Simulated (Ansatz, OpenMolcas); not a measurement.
# How basis sets differ on AlH3 (SMILES [AlH3])

AlH3 has 4 atoms, charge 0, and is taken as a singlet. As SMILES, `[AlH3]`. The shape is that of a PBE0-D4/def2-TZVP optimisation.

Quantity: the electronic atomisation energy, in eV. The values are calculated. Electronic energies at fixed atoms, without zero-point motion or spin-orbit coupling.

```csv
level,kind,program,value (eV),CPU time (all runs)
HF/STO-3G,Hartree–Fock,OpenMolcas,12.38,4.4 s
HF/3-21G,Hartree–Fock,OpenMolcas,6.65,4.6 s
HF/6-31G* (spherical functions),Hartree–Fock,Ansatz,7.20,0.21 s
HF/def2-TZVPPD,Hartree–Fock,OpenMolcas,7.29,9.1 s
```

The values span 6.65 to 12.38 eV. Times are those of the runs behind each value, whatever else they computed, on shared processors of several kinds: orders of magnitude only.

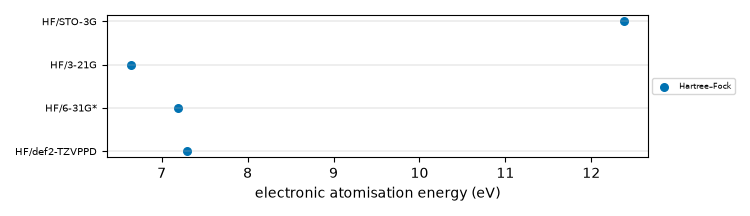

The values of the table, level by level.
